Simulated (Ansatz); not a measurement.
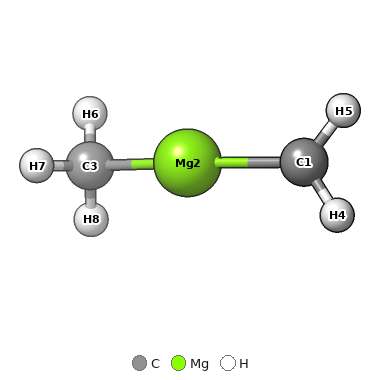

The system is C2H5Mg, SMILES [CH2+][Mg][CH3], charge +1; the picture shows the reference structure. 
- The first coordinate is: angle C1–Mg2–C3 (carried through 180); the second: change of the bonds Mg2–C1, Mg2–C3, all alike.
- Nothing is relaxed (all other coordinates rigid).
- The grid has 15 × 15 points.
- Points are written as (first, second).
- Energies are in kJ/mol, from the lowest grid point.
- The calculation used Ansatz, RKS PBE0-D4/def2-SVP.

Its coordinates:

```xyz
8

C    -1.2487    1.3403   -1.5764
Mg    0.0480    0.0782   -0.2370
C     1.0130   -1.0577    1.2110
H    -2.0766    0.9657   -2.2100
H    -1.3012    2.4468   -1.5652
H     1.2890   -0.4187    2.0635
H     1.9222   -1.4854    0.7589
H     0.3542   -1.8691    1.5551
```

Range: angle C1–Mg2–C3 (carried through 180) from 140.0 to 220.0°; change of the bonds Mg2–C1, Mg2–C3, all alike from −0.238 to 0.368 Å.

Predict the map.

Answer. The lowest grid point is at (174.3°, 0.022 Å). It is the only kind of minimum in the scanned range. The highest grid point, (220.0°, −0.238 Å), lies 79 kJ/mol above the lowest.

| second ↓, first → | 140.0 | 145.7 | 151.4 | 157.1 | 162.9 | 168.6 | 174.3 | 180.0 | 185.7 | 191.4 | 197.1 | 202.9 | 208.6 | 214.3 | 220.0 |
| --- | --- | --- | --- | --- | --- | --- | --- | --- | --- | --- | --- | --- | --- | --- | --- |
| 0.368 | 71 | 69 | 68 | 67 | 66 | 65 | 65 | 65 | 66 | 66 | 68 | 69 | 71 | 74 | 76 |
| 0.325 | 60 | 58 | 56 | 55 | 54 | 54 | 53 | 53 | 54 | 55 | 56 | 58 | 60 | 63 | 65 |
| 0.281 | 48 | 47 | 45 | 44 | 43 | 42 | 42 | 42 | 43 | 44 | 45 | 47 | 50 | 52 | 55 |
| 0.238 | 38 | 36 | 35 | 34 | 33 | 32 | 32 | 32 | 33 | 34 | 36 | 38 | 40 | 43 | 46 |
| 0.195 | 29 | 27 | 26 | 24 | 23 | 23 | 22 | 23 | 23 | 25 | 27 | 29 | 31 | 34 | 37 |
| 0.152 | 21 | 19 | 17 | 16 | 15 | 14 | 14 | 15 | 15 | 17 | 19 | 21 | 24 | 27 | 30 |
| 0.108 | 14 | 12 | 10 | 9 | 8 | 8 | 7 | 8 | 9 | 10 | 12 | 15 | 17 | 21 | 23 |
| 0.065 | 8 | 7 | 5 | 4 | 3 | 3 | 3 | 3 | 4 | 6 | 8 | 10 | 13 | 16 | 19 |
| 0.022 | 6 | 4 | 3 | 1 | 0 | 0 | 0 | 1 | 2 | 3 | 6 | 8 | 11 | 14 | 17 |
| −0.022 | 5 | 4 | 2 | 1 | 0 | 0 | 0 | 1 | 2 | 4 | 6 | 9 | 12 | 15 | 17 |
| −0.065 | 8 | 7 | 5 | 4 | 4 | 3 | 3 | 4 | 5 | 7 | 10 | 13 | 16 | 18 | 21 |
| −0.108 | 15 | 13 | 12 | 11 | 10 | 10 | 10 | 11 | 13 | 15 | 17 | 20 | 23 | 25 | 28 |
| −0.152 | 26 | 24 | 23 | 22 | 22 | 22 | 22 | 23 | 24 | 27 | 29 | 33 | 35 | 37 | 39 |
| −0.195 | 42 | 41 | 40 | 39 | 38 | 38 | 39 | 40 | 41 | 44 | 47 | 50 | 52 | 54 | 56 |
| −0.238 | 64 | 63 | 62 | 61 | 61 | 61 | 61 | 62 | 64 | 67 | 70 | 74 | 75 | 77 | 79 |

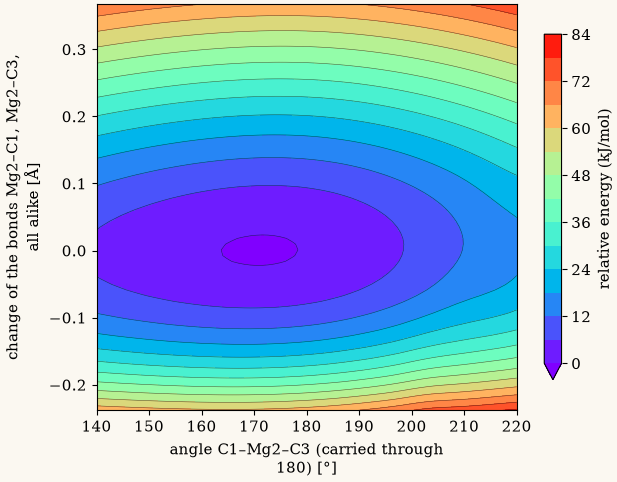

In the figure: filled contours. Between grid points the surface is interpolated.

The whole map (225 points run) took 17 min on 1 thread of Arm Neoverse N1 (shared host).
